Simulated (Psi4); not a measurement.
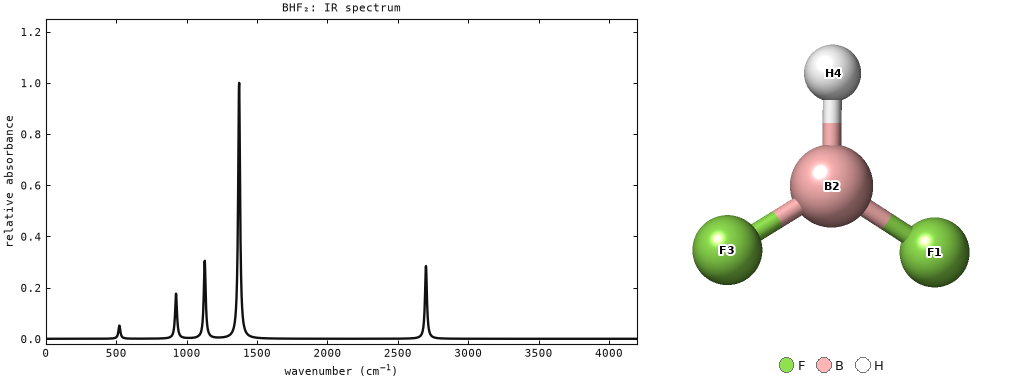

Infrared spectrum of BHF₂, SMILES FBF. Unscaled harmonic wavenumbers and double-harmonic intensities, TPSS/6-311G(d,p) (dispersion D3(BJ)), Psi4, at a geometry relaxed at this level, isolated molecule. Lorentzian lines of 16 cm⁻¹ full width. Close modes add up in the curve.

Q: Which lines are the most intense?

A: 1372.7 cm⁻¹ (364.5 km/mol), 1128.6 cm⁻¹ (110.1 km/mol) and 2699.8 cm⁻¹ (104.2 km/mol).

Q: List the modes.

A:
```
  cm⁻¹  km/mol
 522.5    18.8
 924.8    63.8
1083.0     0.3
1128.6   110.1
1372.7   364.5
2699.8   104.2
```
